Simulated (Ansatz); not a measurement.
Breaking a bond: Si(Me)(OEt)2(H), SMILES CCO[SiH](C)OCC (C5H14O2Si). The Si1–H22 bond (Si1 also carries C, O, O; H22 carries nothing else) is varied alone, starting from the PBE0/def2-SVP optimised geometry.

```
22

Si     0.0000     0.0000     0.0000
C     -1.4404    -0.9127    -0.7437
O      0.0000     1.6167    -0.3957
C     -0.0724     2.1402    -1.7006
C      0.1163     3.6391    -1.6559
O      1.3670    -0.7602    -0.5695
C      2.6786    -0.4682    -0.1458
C      3.6297    -1.5139    -0.6802
H     -1.3762    -0.9227    -1.8428
H     -2.3941    -0.4445    -0.4554
H     -1.4508    -1.9583    -0.3995
H      0.7002     1.6804    -2.3464
H     -1.0521     1.8987    -2.1570
H     -0.6578     4.1052    -1.0281
H      0.0546     4.0717    -2.6661
H      1.0978     3.8915    -1.2271
H      2.9786     0.5360    -0.5004
H      2.7296    -0.4397     0.9604
H      3.5959    -1.5389    -1.7798
H      4.6629    -1.2985    -0.3679
H      3.3536    -2.5124    -0.3093
H      0.0000     0.0000     1.4899
```

- UKS-PBE = unrestricted PBE/def2-SVP in Ansatz (a program for electronic structure)
- RKS-B3LYP = restricted B3LYP/def2-SVP in Ansatz
- UKS-PBE0 = Ansatz with unrestricted PBE0/def2-SVP
- UKS-B3LYP = unrestricted B3LYP/def2-SVP (Ansatz)
- RKS-PBE = restricted PBE/def2-SVP in Ansatz

Energies are in kcal/mol, each relative to the lowest point of its own curve near equilibrium.

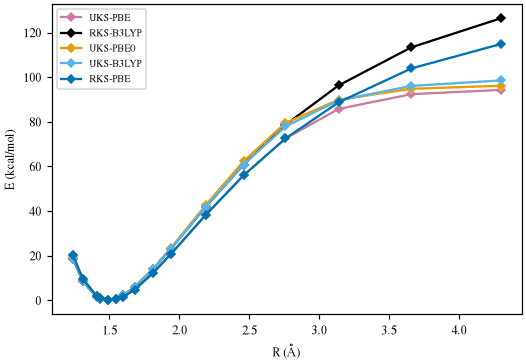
Figure. Energy against bond length for each method.

| R / Å | UKS-PBE | RKS-B3LYP | UKS-PBE0 | UKS-B3LYP | RKS-PBE |
|---|---|---|---|---|---|
| 1.24 | 20.2 | 18.7 | 19.2 | 18.7 | 20.2 |
| 1.31 | 9.7 | 8.6 | 8.9 | 8.6 | 9.7 |
| 1.41 | 1.9 | 1.4 | 1.5 | 1.4 | 1.9 |
| 1.43 | 1.1 | 0.8 | 0.8 | 0.8 | 1.1 |
| 1.49 | 0.0 | 0.0 | 0.0 | 0.0 | 0.0 |
| 1.55 | 0.4 | 0.7 | 0.7 | 0.7 | 0.4 |
| 1.60 | 1.6 | 2.2 | 2.2 | 2.2 | 1.6 |
| 1.68 | 4.8 | 5.8 | 5.8 | 5.8 | 4.8 |
| 1.81 | 12.1 | 13.8 | 13.9 | 13.8 | 12.1 |
| 1.94 | 20.7 | 23.2 | 23.4 | 23.2 | 20.7 |
| 2.19 | 38.3 | 42.0 | 42.7 | 42.0 | 38.3 |
| 2.46 | 56.0 | 60.8 | 62.3 | 60.8 | 56.0 |
| 2.76 | 72.5 | 78.6 | 79.5 | 77.9 | 72.5 |
| 3.14 | 85.8 | 96.3 | 89.9 | 89.5 | 88.7 |
| 3.66 | 92.4 | 113.4 | 94.8 | 96.1 | 103.9 |
| 4.30 | 94.3 | 126.4 | 96.1 | 98.5 | 114.8 |

At the longest distance, 4.30 Å, RKS-B3LYP lies highest above its minimum (126.4 kcal/mol) and UKS-PBE lowest (94.3 kcal/mol).

The unrestricted determinant behind UKS-PBE is spin-contaminated at 3.14 to 4.30 Å (<S²> up to 1.0, against 0.00 for a pure singlet). The restricted form behind RKS-B3LYP, RKS-PBE keeps the bonding electrons paired and can't separate into open-shell fragments. The unrestricted solution behind UKS-PBE0 changes between 2.76 and 3.14 Å, which can leave a kink. The unrestricted determinant behind UKS-PBE0, UKS-B3LYP is spin-contaminated at 2.76 to 4.30 Å (<S²> up to 1.0, against 0.00 for a pure singlet).
